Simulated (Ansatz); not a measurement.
Electronic density of states of amorphous Si24O49Li2, density 2.17 g/cm³, on a 2×2×2 Γ-centred mesh with a Gaussian width of 0.1 eV; energies count from the Fermi level, whose place inside the gap is arbitrary. Cell and mesh are small, so fine structure isn't converged. Level of theory: PBE, scalar-relativistic without spin-orbit coupling (plane waves to 420 eV, PAW; Ansatz, a first-principles code). Sampling: a 2×2×2 Γ-centred mesh; Fermi-Dirac width 0.02 eV; no spin polarisation. At PBE the levels at the filled edge of the gap are localised (band-tail or defect states), and the nearest spread-out levels lie 5.0 eV apart at the zone centre.

It comes from a melt-quench run on a machine-learned potential (CHGNet), relaxed afterwards by DFT. O atoms were pushed apart under 1.9 Å during the dynamics, to hinder bonds among them. The hot cell started wider than the set density and was brought back towards it in steps. It is the lowest in DFT energy of 2 quenches. It is a model cell: composition and starting density were chosen by hand, and all elements were melted together. No dispersion term was used. Its density started from a set value of 2.20 and ended at 2.17 g/cm³. Cooling (nominally 480 K/ps over its main leg) ran many orders faster than in experiment, which tends to leave more defects and strain. A cell of this size samples the disorder only roughly. Volume and shape were free in the relaxation. Cycles of charging lowered its energy after that relaxation.

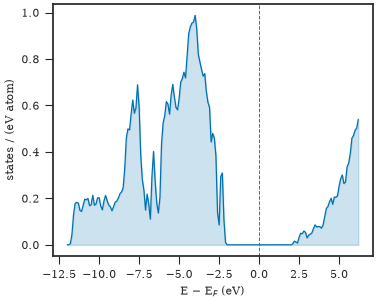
Density of states per atom

The level gap on this mesh is 4.51 eV; the broadening fills part of it in the curve.
